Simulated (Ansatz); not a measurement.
Bands of a (5,0) SiC nanotube, along its axis.

These are PBE (plane waves to 420 eV, PAW; Ansatz, a program for electronic structure) values and carry that method's errors. Mesh 1×1×6. No spin polarisation. Isolated but for its images some 11 Å away. A hypothetical model, rolled from the flat sheet. It keeps the symmetry and period of its start, so it need not be a minimum against all distortions.

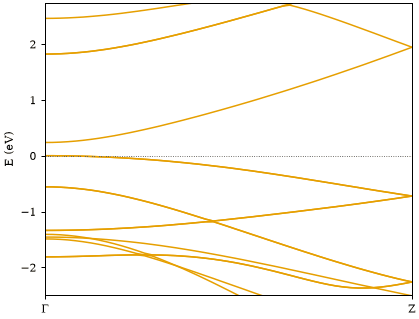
Bands from the zone centre to the zone edge (period 5.29 Å); the dotted line marks the highest filled level

Problem. Is it a metal or a semiconductor at this level? Give what the bands show.

Solution. A semiconductor in PBE.
```
Quantity                Result
--------  --------------------
PBE gap   0.24 eV, direct at Γ
```
